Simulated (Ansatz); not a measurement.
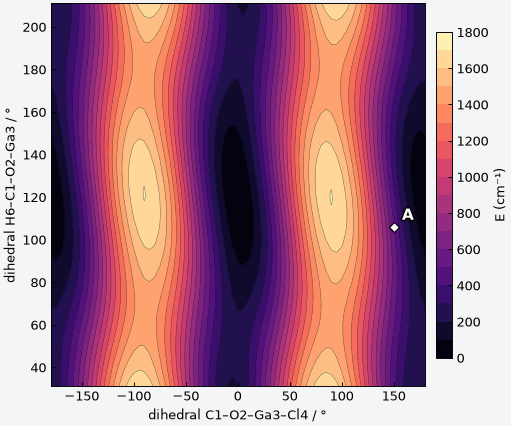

CH₃BrClGaO, SMILES C[O][Ga]([Cl])[Br]. 
- The first coordinate is: dihedral C1–O2–Ga3–Cl4; the second: dihedral H6–C1–O2–Ga3.
- Nothing is relaxed (all other coordinates rigid).
- Grid: 12 × 13 points.
- Energies are in cm⁻¹, from the lowest grid point.
- All numbers below come from RKS PBE0-D4/def2-SVP in Ansatz.

In the figure: filled contours, the point A. Between grid points the surface is interpolated.

Which way does the force act at A, and how strong is it?

A, at dihedral C1–O2–Ga3–Cl4 = 150°, dihedral H6–C1–O2–Ga3 = 106°, is not a stationary point. The computed force is 25 cm⁻¹ for each degree towards larger values of dihedral C1–O2–Ga3–Cl4 and 5.2 cm⁻¹ for each degree towards larger values of dihedral H6–C1–O2–Ga3.
